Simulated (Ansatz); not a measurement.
Electronic density of states of amorphous Zr20O43B2, density 5.18 g/cm³, on a 2×2×2 Γ-centred mesh with a Gaussian width of 0.1 eV; energies count from the Fermi level, whose place inside the gap is arbitrary. Cell and mesh are small, so fine structure isn't converged. Method: PBE, scalar-relativistic without spin-orbit coupling (plane waves to 420 eV, PAW; Ansatz, a first-principles code). Sampling: a 2×2×2 Γ-centred mesh; Fermi-Dirac width 0.02 eV; no spin polarisation.

The cell was made by melting and quenching with the CHGNet potential and then relaxed with DFT. O atoms were pushed apart under 1.9 Å during the dynamics, to hinder bonds among them. The hot cell started wider than the set density and was brought back towards it in steps. It is the lowest in DFT energy of 2 quenches. It is a model cell: composition and starting density were chosen by hand, and all elements were melted together. No dispersion term was used. Its density started from a set value of 5.05 and ended at 5.18 g/cm³. Cooling (nominally 300 K/ps over its main leg) ran many orders faster than in experiment, which tends to leave more defects and strain. Values belong to this one cell and scatter from quench to quench. Volume and shape were free in the relaxation.

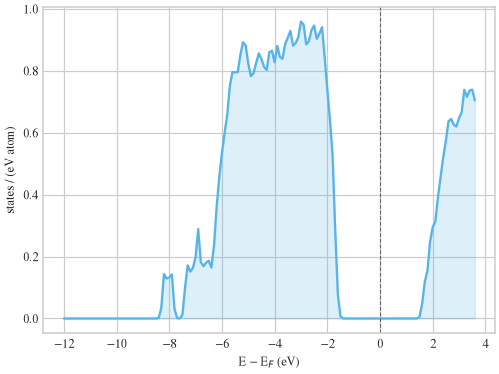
Fig. 1. Density of states per atom

The gap on this mesh is 3.32 eV; the broadening fills part of it in the curve.
